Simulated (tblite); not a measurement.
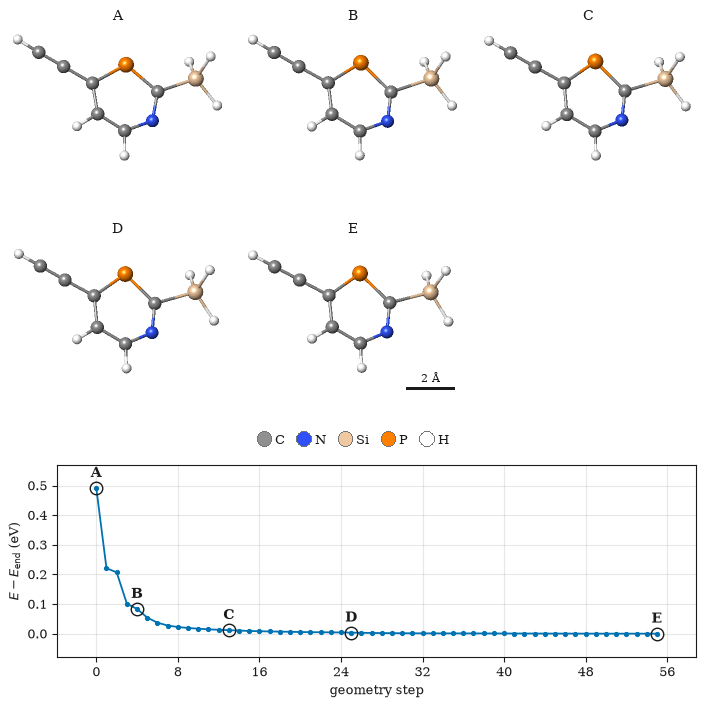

Frames of a relaxation of C6H6NPSi, marked on the history of the run. The picture is a ball-and-stick view, seen at a tilt.

Method: GFN2-xTB geometry optimisation, gas phase in tblite 0.8.0. 

> What happens along the run?

Over 55 geometry steps the energy falls by 0.491 eV. The largest move after the best rigid fit is that of an H atom, 0.23 Å. By element the largest moves are H 0.23 Å, P 0.19 Å, C 0.15 Å, N 0.08 Å, Si 0.03 Å. Near-neighbour distances that change, for instance: C–Si 1.830 → 1.902 Å, C–C 1.349 → 1.384 Å, C–C 1.365 → 1.392 Å, C–H 1.108 → 1.084 Å. Among the angles between lasting bonds that change: C–P–C 109.6° → 99.0°, C–C–P 113.2° → 123.1°, N–C–P 117.5° → 126.6°. The run took 0.43 s on 1 thread of Intel(R) Xeon(R) Platinum 8488C, with other jobs on the host. From step 0 to 4: the P atom moves most (0.09 Å), energy −0.408 eV. From step 4 to 13: H atoms move most (0.07 Å), energy −0.072 eV. From step 13 to 25: an H atom moves most (0.10 Å), energy −0.008 eV. From step 25 to 55: an H atom moves most (0.08 Å), energy −0.004 eV.

```csv
step,"E − E(0), eV"
0,0.0000
1,-0.2706
2,-0.2845
3,-0.3901
4,-0.4081
5,-0.4372
6,-0.4543
7,-0.4639
8,-0.4689
9,-0.4721
10,-0.4747
12,-0.4783
15,-0.4822
17,-0.4839
19,-0.4851
22,-0.4866
24,-0.4873
27,-0.4890
29,-0.4897
31,-0.4901
34,-0.4904
36,-0.4905
38,-0.4906
41,-0.4908
43,-0.4910
46,-0.4911
48,-0.4913
50,-0.4913
53,-0.4914
55,-0.4914
```
